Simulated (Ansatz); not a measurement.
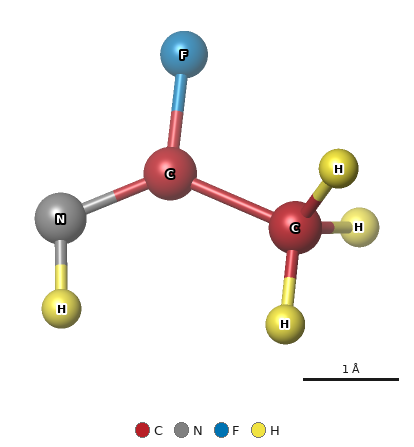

**Figure 1.** The structure (ball-and-stick view, seen at a tilt).

# Single-point calculation, with input and output: C₂H₄FN

C₂H₄FN, computed with RKS PBE0-D4/def2-TZVPP (Ansatz 0.2.0).

The geometry comes from this level: PBE0-D4/def2-TZVP.

**Log**
```
Functional definition: PBE0
  name "PBE0"
  cite "Adamo & Barone, J. Chem. Phys. 110, 6158 (1999) doi:10.1063/1.478522"
  cite "Perdew, Burke & Ernzerhof, Phys. Rev. Lett. 77, 3865 (1996) doi:10.1103/PhysRevLett.77.3865"
  parent pbe
  parameter a = 0.25
  parameter kappa = 0.804
  parameter beta = 0.06672455060314922
  exchange = (1 - a)*pbe_x(kappa = kappa, mu = beta*pi^2/3) + a*exact_x
  correlation = pbe_c(beta = beta)
907 factors; their error is unknown
mean field evaluation 1: about -6334.5907 eV, gradient 6.0e1 eV
mean field evaluation 2: about -6330.0674 eV, gradient 7.3e1 eV
mean field evaluation 4: about -6341.6252 eV, gradient 2.6e0 eV
mean field evaluation 8: about -6341.6504 eV, gradient 4.5e-1 eV
mean field -6341.65065324 eV, -233.0513629812 hartree, gradient 8.1e-5 eV, S^2 0.000000; 0 other end points of the search recorded, 0 dependent functions left out
reference -6341.65067604 eV, -233.0513638193 hartree; 16, 16 occupied and 164, 164 virtual orbitals, 907 factors
Total energy: -6341.73765300 eV, -233.0545601634 hartree
```

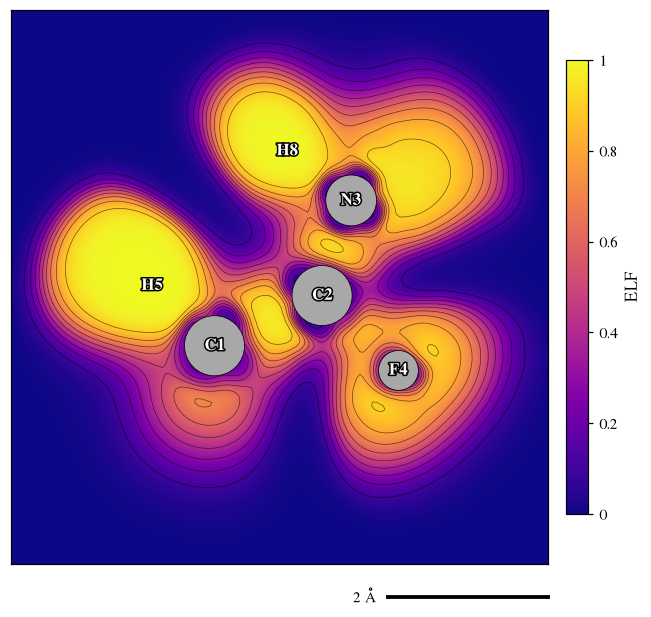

**Figure 2.** ELF on the plane of atoms C1, C2 and F4. Grey discs, where drawn, cover atomic cores. The section cuts through C, N, F and H sites. C–N (1.25 Å): the ELF peaks at about 0.90 between the atoms; a multiple bond by its length, whose ELF region spreads away from the axis. N–H (1.02 Å): the ELF climbs to about 1 towards the hydrogen, as it does in any bond to H (a covalent bond by its length).

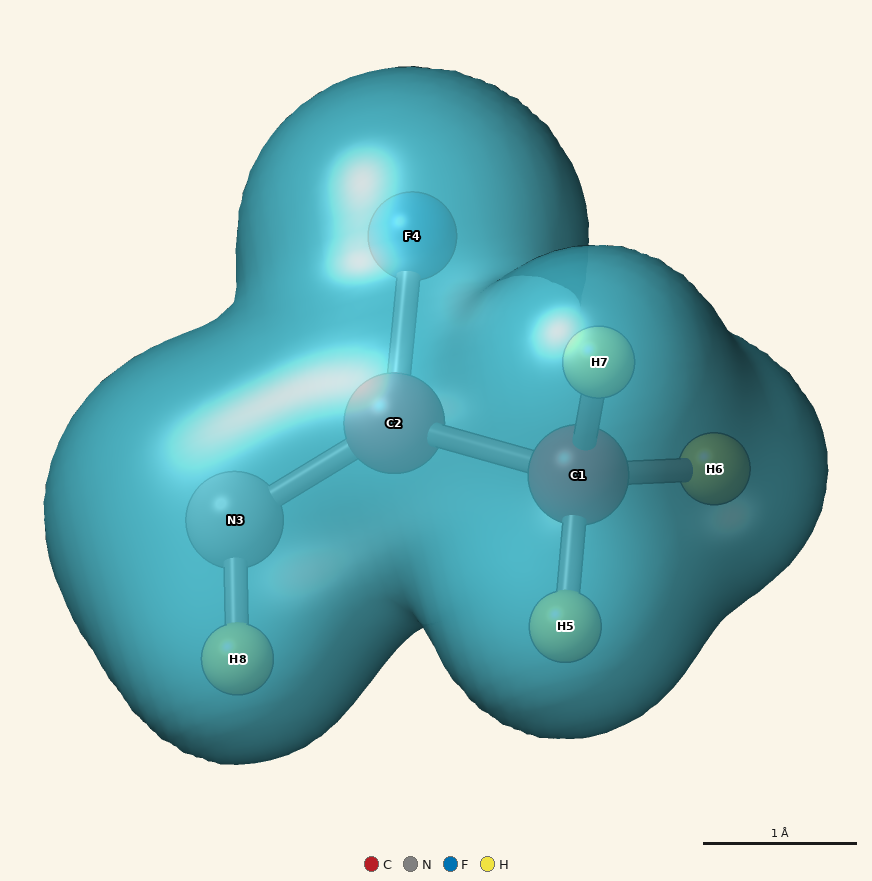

**Figure 3.** Isosurface of the electron density at 0.1 e/Å³ (cyan), seen at a tilt. At this value the surface is in one piece. On the grid the lowest density along these lines, outside the cores, is 2.9 e/Å³ (C–N, 1.25 Å), 1.8 e/Å³ (C–F, 1.34 Å), 1.8 e/Å³ (C–C, 1.49 Å) and 2.3 e/Å³ (N–H, 1.02 Å).

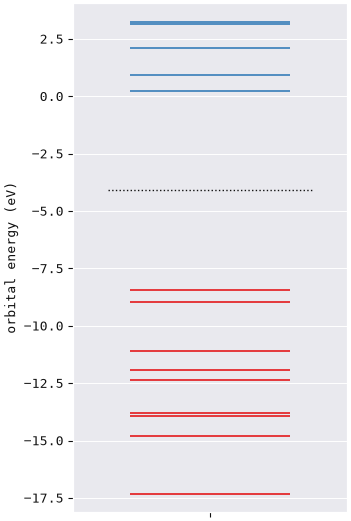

**Figure 4.** Orbital energies near the frontier; the dotted line parts filled from empty levels, and levels within 0.02 eV of each other stand side by side. Highest filled −8.42 eV, lowest empty 0.22 eV, 8.64 eV apart.

This output came from the following input.

**Input file**
```yaml
crystal:
  periodic: [false, false, false]
  atoms:
    - {symbol: C, position_ang: [-0.246744, 0.732412, -0.287282]}
    - {symbol: C, position_ang: [0.491441, -0.429375, 0.278409]}
    - {symbol: N, position_ang: [0.166295, -1.620854, 0.450446]}
    - {symbol: F, position_ang: [1.725795, -0.065302, 0.654014]}
    - {symbol: H, position_ang: [-1.250547, 0.447964, -0.597181]}
    - {symbol: H, position_ang: [-0.308720, 1.527713, 0.458869]}
    - {symbol: H, position_ang: [0.298437, 1.132696, -1.144958]}
    - {symbol: H, position_ang: [-0.783858, -1.782254, 0.131984]}
basis:
  gaussian: {orbitals: def2-TZVPP}
hamiltonian: {xc: pbe0, dispersion: d4}
output: {orbitals: {seedname: orbitals}}
```

Launched with:
```bash
ansatz run in.yaml --threads 2 --pin off --events-out ev --progress --plain --max-ram 4352MiB
```

**Key numbers**

```tsv
quantity	value
outcome	converged
total energy	−6341.7377 eV
mean-field energy	−6341.6507 eV
dispersion energy	−0.0870 eV
SCF solution under orbital rotations	stable
HOMO	−8.42 eV
LUMO	0.22 eV
hardware	2 threads of Arm Neoverse V1, 23 GiB of memory available, shared host
wall time	2.3 s (CPU time 4.4 s)
peak memory	0.32 GiB
```
